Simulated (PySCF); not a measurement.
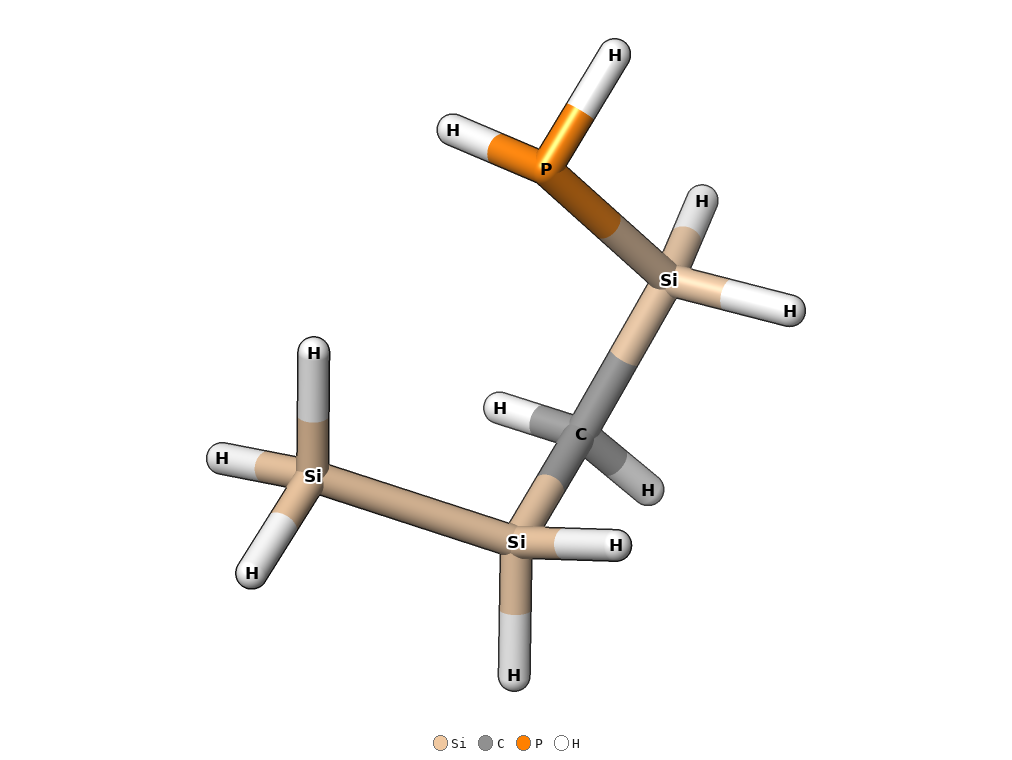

Computed geometry: GFN2-xTB optimisation. No frequency run is at hand to confirm it as a minimum. Properties computed with B3LYP/def2-SVPD, gas phase (PySCF 2.14.0). Excitations: vertical, linear response.

What is the HOMO energy (Kohn–Sham orbital)?

−7.17 eV.

Give the mean static polarisability at this level.

123.9 bohr³.

Estimate the lowest vertical singlet excitation.

5.84 eV.

Estimate the dipole moment.

1.10 D.

The geometry is semi-empirical. Around P, Si such bond lengths and angles can be off by a tenth of an ångström or more and by several degrees, and values that hang on the shape move with them.
